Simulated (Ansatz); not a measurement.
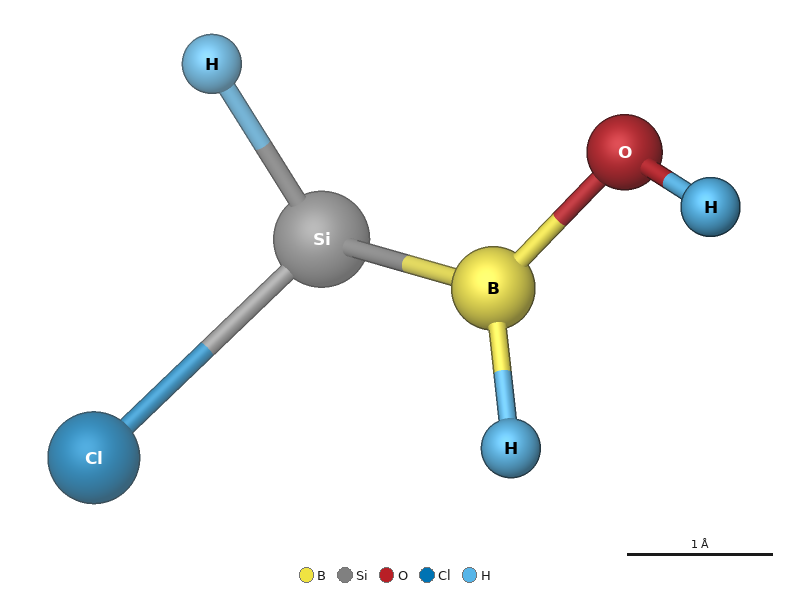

Distant atoms are faded towards the background colour. State: charge −1, singlet. The geometry was computed by an optimisation with PBE0-D4/def2-TZVPD. No frequency run is at hand to confirm it as a minimum. Masses are those of the most abundant isotopes; constants are for the rigid equilibrium geometry.

What kind of rotor is it, and what are its rotational constants in MHz?

Answer. An asymmetric top (C1): A = 12652, B = 1846, C = 1646 MHz. Ray's parameter κ is −0.96, close to the prolate limit.
